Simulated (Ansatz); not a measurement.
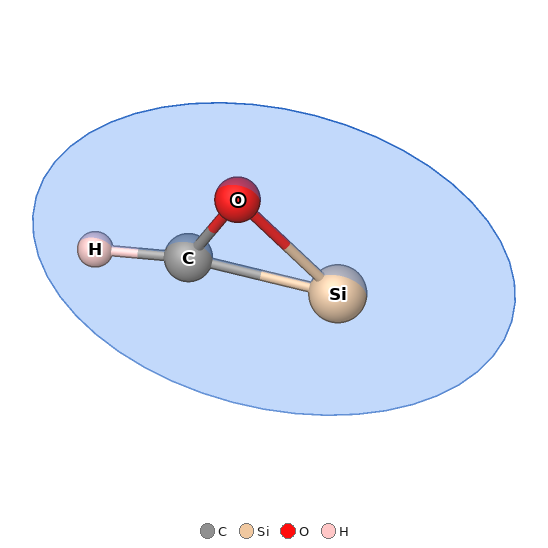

All proper rotation axes (lines) and mirror planes (discs) of the structure are drawn in. Atoms fade into the background with distance from the viewer. State: neutral, doublet. The geometry was computed by an optimisation with PBE0-D4/def2-TZVP. No frequency run is at hand to confirm it as a minimum.

**Name the symmetry elements and the point group.**

It has 1 mirror plane. Point group Cs. The group has 2 operations. The geometry is achiral, and symmetry allows a dipole moment.
